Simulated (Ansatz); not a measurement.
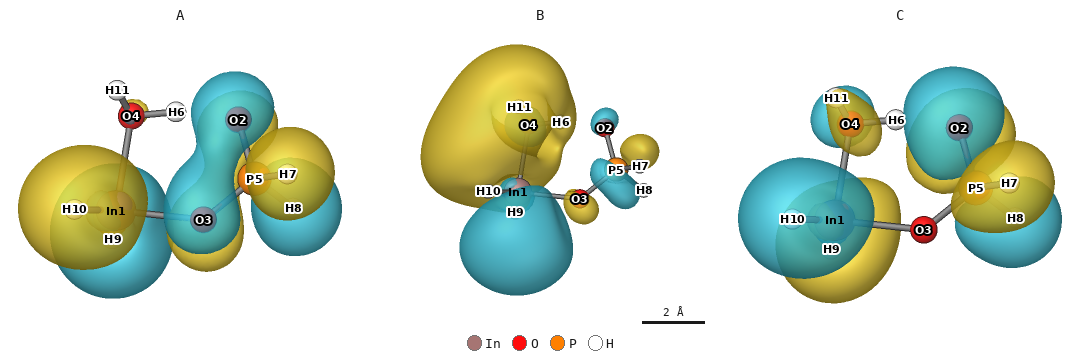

H$_{6}$InO$_{3}$P. Three frontier orbitals at ±0.05 Å⁻³ᐟ² (yellow and cyan are the two phases), in no order.

Geometry: PBE0-D4/def2-SVP; core potentials replace the inner electrons of In.

Theory: isolated molecule in a Gaussian basis; Kohn-Sham density functional theory, functional PBE0 (Ansatz).

Input

```
crystal:
  periodic: [false, false, false]
  atoms:
    - {symbol: In, position_ang: [-0.174010, -0.703085, -0.793797]}
    - {symbol: O, position_ang: [-2.370168, 0.223636, 1.822256]}
    - {symbol: O, position_ang: [-1.349597, 1.047691, -0.429036]}
    - {symbol: O, position_ang: [-0.540184, -1.386273, 1.318989]}
    - {symbol: P, position_ang: [-2.397243, 1.243400, 0.697281]}
    - {symbol: H, position_ang: [-1.331667, -0.799835, 1.645841]}
    - {symbol: H, position_ang: [-2.227640, 2.568334, 1.184266]}
    - {symbol: H, position_ang: [-3.683497, 1.303599, 0.092756]}
    - {symbol: H, position_ang: [-1.146340, -1.765842, -1.719898]}
    - {symbol: H, position_ang: [1.468371, -0.207391, -0.735721]}
    - {symbol: H, position_ang: [0.181710, -1.231527, 1.938839]}
basis:
  gaussian: {orbitals: def2-SVPD}
hamiltonian: {xc: pbe0}
output: {forces: true, orbitals: {seedname: orbitals}}
```

Command:

```sh
ansatz run input.yaml --threads 2 --pin off --max-ram 5220MiB --events-out events.jsonl --progress --plain --runs-dir runs
```

Question: Order the three orbitals by energy and name them.

Answer: C is the HOMO−1 (−8.57 eV). Its weight (Hirshfeld) is mainly on O2 (about 40 %), In1 (about 15 %), P5 (about 10 %), H10 (about 10 %) and H9 (about 10 %). A is the HOMO (−8.19 eV). It lies mainly on O3 (about 20 %), In1 (about 20 %), H9 (about 15 %), H10 (about 15 %), O2 (about 10 %) and P5 (about 10 %). B is the LUMO (−0.53 eV). By Hirshfeld shares it lies mainly on In1 (about 60 %), H11 (about 15 %) and O4 (about 5 %).

Question: What is the HOMO–LUMO gap?

Answer: 7.66 eV between the orbital energies.
